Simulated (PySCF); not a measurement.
C2H9AlO2Si (SMILES C[O][Al]([CH3])[O][SiH3])

```xyz
15

C     2.2903    1.6229   -0.8918
O     1.3166    0.6926   -0.5240
Al    0.1526   -0.3915   -0.0836
C     0.4601   -2.3463   -0.2898
O    -1.3198    0.1264    0.5516
Si   -2.7382    0.6273    1.1669
H     1.9335    2.6398   -0.7110
H     2.5265    1.5142   -1.9536
H     3.2008    1.4585   -0.3094
H    -0.3136   -2.7976   -0.9095
H     1.4279   -2.5534   -0.7421
H     0.4202   -2.8499    0.6753
H    -2.8358    0.0693    2.5182
H    -2.7361    2.0913    1.1908
H    -3.7894    0.1045    0.2900
```

Geometry: GFN2-xTB.

The calculation used PySCF, PBE0/pcSseg-1, SCF density, gas phase, non-relativistic.

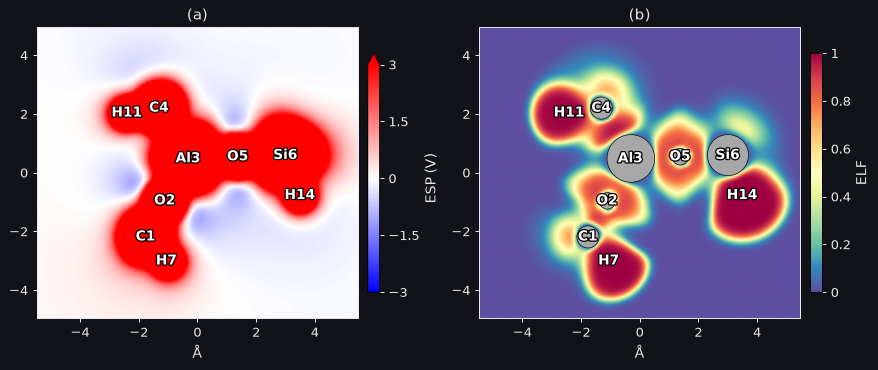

Figure 1. (a) molecular electrostatic potential; (b) ELF on the plane of atoms O2, Al3 and O5. Grey discs cover the atomic cores in the ELF map.

### What do the fields say about this system?

The plane passes through C, O, Al, Si and H nuclei. C–O (1.40 Å): the ELF peaks at about 0.90 between the atoms, as expected for a polar covalent bond. Si–O (1.63 Å): the ELF peaks at about 0.85 between the atoms, as expected for a polar covalent bond. Al–O (1.65 Å): the ELF peaks at about 0.80 in the valence shell of O, 0.6 Å from its nucleus, and is about 0.30 at the midpoint. C–Al (1.99 Å): the ELF peaks at about 0.95 between the atoms: a polar covalent bond. C–H (1.09 Å): the ELF climbs to about 1 towards the hydrogen, as it does in any bond to H: a covalent bond by its length. The ELF also peaks beside O2 and O5, away from the bonds: lone-pair regions. Outside the dense part of the molecule the potential is most negative (−1.0 V) near O2.

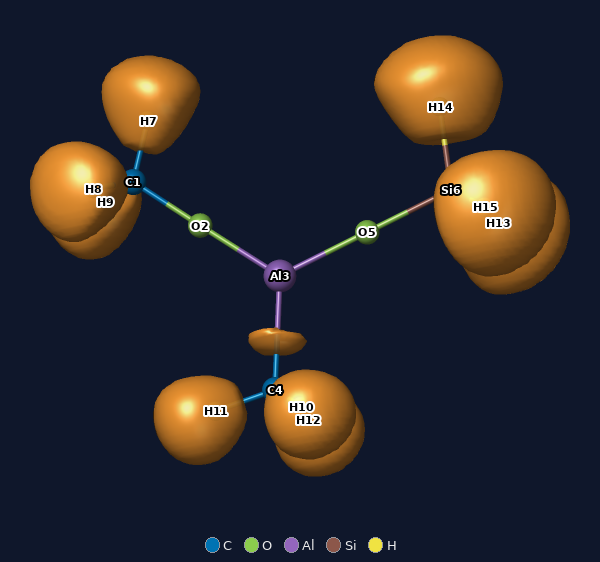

Figure 2. Isosurface of the ELF at 0.9 (orange), seen across its widest extent. Core shells and regions of very low density are left out.

### What do the ELF domains correspond to?

The surface consists of one region between bonded Al–C atoms (shared pairs) and nine regions around hydrogen nuclei.

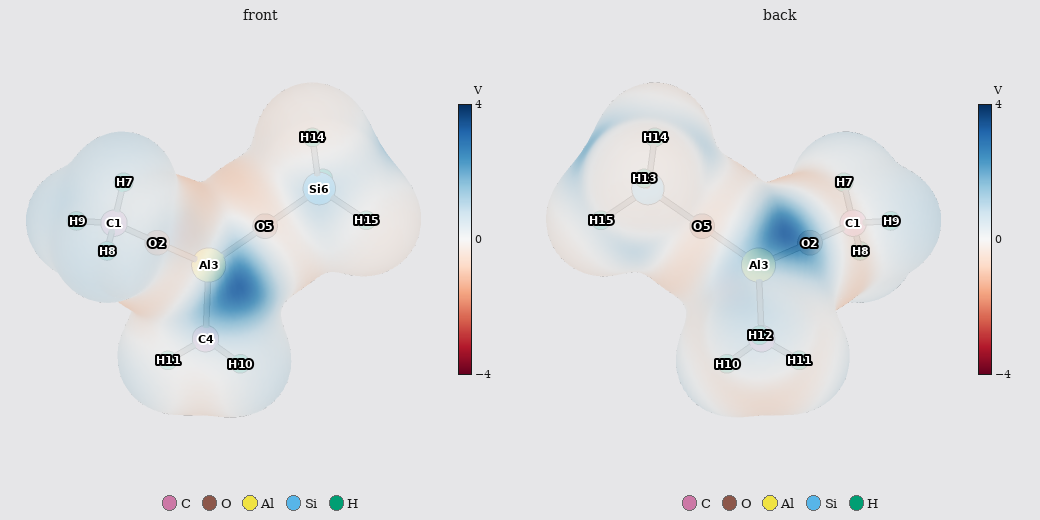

Figure 3. The molecular electrostatic potential painted on the density surface at 0.002 e/bohr³, seen from the front and from behind; the colour scale runs from red (negative) to blue (positive).

### Describe the electrostatic potential map.

The most negative region (about −0.7 V) lies over O2, the most positive (about +3.0 V) over Al3.
